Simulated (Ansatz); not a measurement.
# Fields on a plane of HfO2 (tetragonal-ZrO2 type, space group P4_2/nmc)

```
CELL_PARAMETERS angstrom
      3.57678     0.00000     0.00000
      0.00000     3.57678     0.00000
      0.00000     0.00000     5.20264
ATOMIC_POSITIONS crystal
  Hf 0.00000 0.00000 0.00000
  Hf 0.50000 0.50000 0.50000
  O  0.00000 0.50000 0.19616
  O  0.00000 0.50000 0.69616
  O  0.50000 0.00000 0.30384
  O  0.50000 0.00000 0.80384
```

The slice is a (010) plane (indices of the conventional cell) through the point (0.000, 0.000, 0.000) (fractional), spanned by u = [100] and v = [001] in vectors of this cell: u (3.58 Å) and v (5.20 Å, at 90° to u). It covers one period; positions are fractions (u, v).

Atoms on it: Hf at (0.00, 0.00); O at (0.50, 0.30); O at (0.50, 0.80).

Level of theory: r2SCAN (plane waves to 500 eV, PAW, scalar-relativistic; Ansatz, a program for electronic structure). k mesh 9×9×7. Inside the PAW spheres the values are not all-electron values, and peaks at nuclei hang on which shells count as valence. HfO2 is run without spin polarisation. HfO2 was relaxed with its symmetry unable to fall. Spin-orbit coupling is left out, though Hf is heavy. This is a high-temperature form of HfO2.

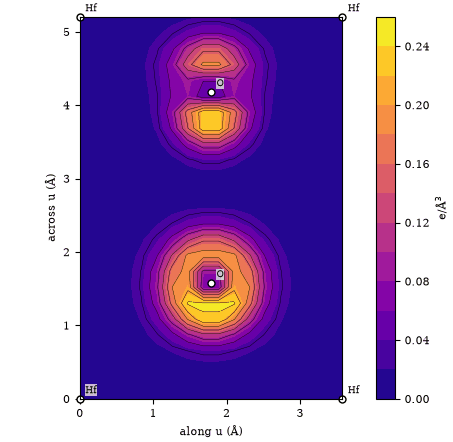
Figure: Density of the highest valence band (whole band, smooth part) in e/Å³, one period of the plane, atoms marked. 

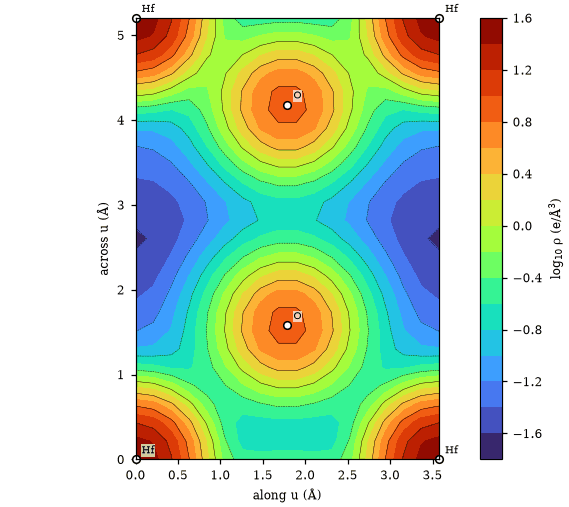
Log₁₀ of the valence density in e/Å³, one period of the plane, atoms marked. The scale is logarithmic, as a density can span decades between atoms and voids.

| Quantity | Value |
|---|---|
| Density on the Hf–O line (2.06 Å) at its density minimum, 1.1 Å from Hf | 0.78 e/Å³ |
| ELF at that point | 0.3 |
| Element round which the density of the highest valence band (whole band, smooth part) is largest on this plane | O |
| Element round which the density of the lowest conduction band (whole band as if filled, smooth part) is largest on this plane | Hf |
